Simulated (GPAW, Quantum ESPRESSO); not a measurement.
Consider VBrO (Pmmn).

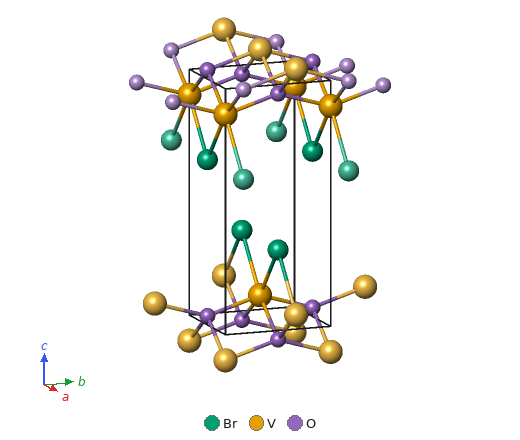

The structure (bromine teal, vanadium orange, oxygen purple). Some periodic images of atoms are drawn too.

```
Br V O
1.0
     3.38000    0.00000    0.00000
     0.00000    3.77500    0.00000
     0.00000    0.00000    8.42500
Br V O
2 2 2
Direct
  0.50000 0.00000 0.67200
  0.00000 0.50000 0.32800
  0.00000 0.00000 0.89600
  0.50000 0.50000 0.10400
  0.50000 0.00000 0.03700
  0.00000 0.50000 0.96300
```

Absorber: atom 5, with 2 V at 1.97 Å and 2 V at 2.07 Å (4-fold, site symmetry mm2). Method: GPAW, LDA + U (V 3.3 eV), full core hole (charged cell), 12-atom cell with 5.1 Å between holes, 3×3×3 k points, dipole transitions, Gaussian full width 0.9 eV up to 4 eV, rising linearly to 3.5 eV at 25 eV.

**Question.** Where do the maxima of the O K edge fall?

Main maxima up to 24 eV above the zero (height): 2.3 eV (2.36), 6.6 eV (1.14), 9.1 eV (1.24) and 18.9 eV (0.95). A K edge sees empty p states; the first features are O p mixed into the empty d states of the V neighbours, and the broad ones above probably into the cations' higher empty bands. The total-energy difference plus the lowest empty eigenvalue puts the zero at 525.58 eV. The functional and the charged cell's background leave an error in such absolute values: in the free atom LDA prices this hole 4.1 eV below PBE (computed apart), and PBE is itself good to a few eV.

The O K spectrum (energy from the lowest empty level; intensity scaled to a mean of 1 over the first 20 eV; polarised curves are means over the symmetry-equivalent atoms):

| E (eV) | isotropic | ε ∥ x | ε ∥ y | ε ∥ z |
| --- | --- | --- | --- | --- |
| -2.0 | 0.00 | 0.00 | 0.00 | 0.00 |
| -0.5 | 0.01 | 0.00 | 0.01 | 0.02 |
| 1.0 | 0.47 | 0.26 | 0.66 | 0.49 |
| 2.5 | 2.25 | 2.52 | 2.33 | 1.91 |
| 4.0 | 0.67 | 0.57 | 0.75 | 0.67 |
| 5.5 | 0.56 | 0.48 | 0.51 | 0.68 |
| 7.0 | 1.07 | 0.84 | 1.30 | 1.08 |
| 8.5 | 1.18 | 1.18 | 1.28 | 1.07 |
| 10.0 | 1.18 | 0.94 | 1.38 | 1.24 |
| 11.5 | 1.15 | 1.25 | 1.42 | 0.79 |
| 13.0 | 1.15 | 1.61 | 1.29 | 0.55 |
| 14.5 | 0.86 | 0.87 | 1.07 | 0.64 |
| 16.0 | 0.74 | 0.60 | 0.95 | 0.67 |
| 17.5 | 0.83 | 0.71 | 0.98 | 0.80 |
| 19.0 | 0.95 | 0.90 | 0.85 | 1.10 |
| 20.5 | 0.79 | 0.87 | 0.49 | 1.02 |
| 22.0 | 0.64 | 0.70 | 0.43 | 0.79 |
| 23.5 | 0.62 | 0.63 | 0.49 | 0.73 |
| 25.0 | 0.61 | 0.61 | 0.47 | 0.74 |
| 26.5 | 0.60 | 0.59 | 0.43 | 0.79 |
| 28.0 | 0.65 | 0.64 | 0.49 | 0.83 |
| 29.5 | 0.75 | 0.78 | 0.63 | 0.84 |
| 31.0 | 0.77 | 0.80 | 0.74 | 0.78 |

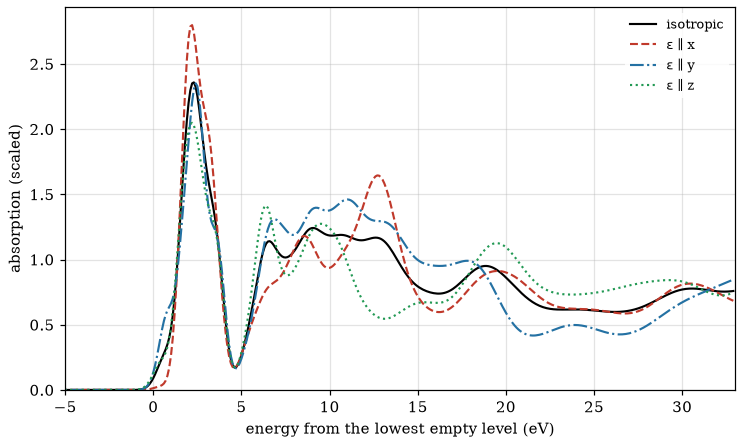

The O K edge.

The hole lies in one spin channel, while the script sums the empty states of both and takes the lower zero; where the two channels are split, this blurs and shifts the curve. The spins start ferromagnetically in a simple order, which needn't be the measured one; gap and edge can depend on it. The holes are only 5.1 Å apart, so the shape is probably not converged with cell size; no larger cell was run here. The mesh is coarse (0.43 Å⁻¹ between points), so small maxima may be mesh ripples. Lifetime broadening is put in by hand, and intensities beyond about 20 eV depend on it and on the partial waves; weight that the partial waves miss at high energy is lost. The structure is a published determination, not relaxed.

[Banner, clock and machine lines of the logs are left out without a mark of their own.]

[Logs are printed without paths, hosts, clocks, repeated set-up lines and the standing remarks that a program may print on its own settings, such as how far it seeks lower states.]

[Hosts, paths, dates, database ids (printed as entryN), source tags and the programs' standing remarks are cut or masked in the printed files.]

[Lists of maxima count a maximum above −3 eV only where it reaches 4 % of the highest in the window and stands out from its surroundings by 2 % of it (1.5 % where it reaches 55 %); shoulders and weaker maxima are passed over, and of the rest the first, up to two pre-edge ones and the few strongest are named.]
